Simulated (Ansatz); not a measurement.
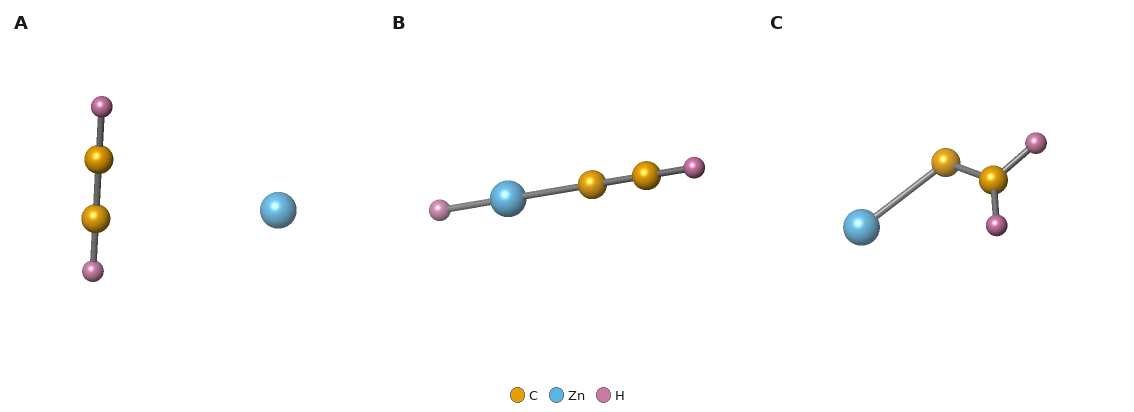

3 stationary structures of one formula. Geometries: PBE0-D4/def2-TZVP. Electronic energies: RHF-CCSD(T) (frozen core) with 3s3p of Cu, Zn/def2-TZVPP (Ansatz 0.2.0), without zero-point energy. No frequency run is at hand to confirm each as a minimum.

### Which is lowest in energy, and by how much?

B is lowest (C∞v); A lies 18.0 kJ/mol above it (Cs), C lies 154.3 kJ/mol above it (Cs).
